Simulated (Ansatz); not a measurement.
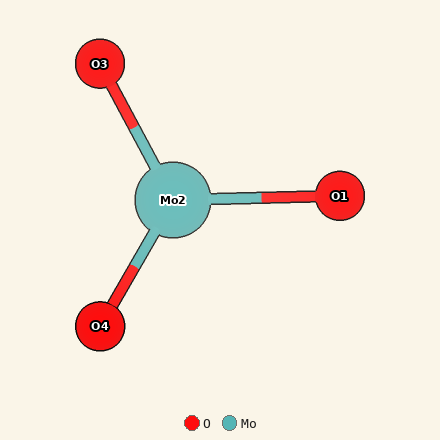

The system is MoO3, SMILES [O]=[Mo](=[O])=[O]; the picture shows the grid point nearest to the relaxed geometry. 
- Two internal coordinates are moved rigidly from the geometry relaxed at PBE0-D4/def2-TZVP, all others fixed.
- The first coordinate is: bond O1–Mo2; the second: angle O3–Mo2–O1.
- The scan uses a 5 × 5 grid.
- Points are written as (first, second).
- All energies are given in kJ/mol relative to the lowest grid point.
- Computed with RKS PBE-D4/def2-TZVPP in Ansatz.

Its coordinates:

```json
{"atom": "O", "x (Å)": "-0.9680", "y (Å)": "-0.1498", "z (Å)": "1.2625"}
{"atom": "Mo", "x (Å)": "-0.0749", "y (Å)": "-0.3507", "z (Å)": "-0.3117"}
{"atom": "O", "x (Å)": "1.5702", "y (Å)": "-0.6218", "z (Å)": "-0.0229"}
{"atom": "O", "x (Å)": "-0.2821", "y (Å)": "1.0194", "z (Å)": "-1.2828"}
```

Range: bond O1–Mo2 from 1.388 to 2.454 Å; angle O3–Mo2–O1 from 86.3 to 134.3°.

**What landscape does the calculation give?**

The lowest grid point is at (1.821 Å, 110.3°). The bottom of the well lies between grid points, at about (1.713 Å, 110°), about 16 kJ/mol lower on the interpolated surface. It is the only kind of minimum in the scanned range. The highest grid point, (1.388 Å, 134.3°), lies 525 kJ/mol above the lowest. Round the minimum the two coordinates are weakly coupled (coupling −0.05 in units of the two stiffnesses).

```
angle O3–Mo2–O1 ↓, bond O1–Mo2 →  1.388  1.563  1.821  2.121  2.454
                           134.3    525    139     65    216    406
                           122.3    447     76     16    177    374
                           110.3    409     50      0    165    365
                            98.3    416     65     19    182    378
                            86.3    484    135     81    230    414
```

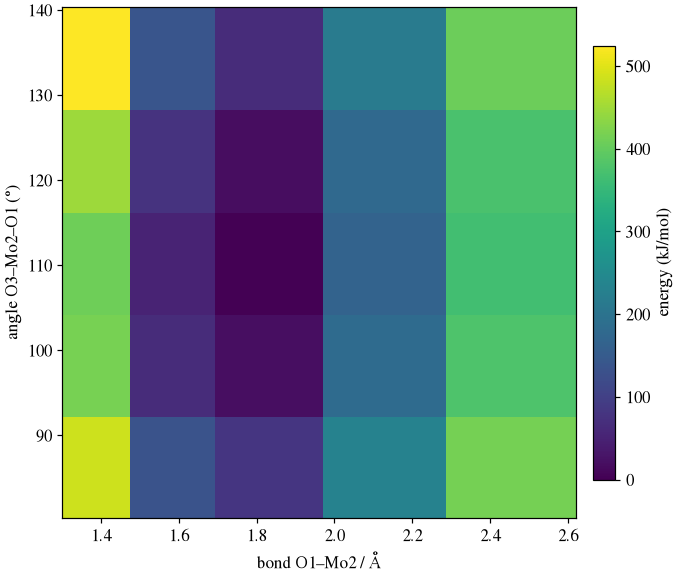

Drawn: one coloured cell a grid point.
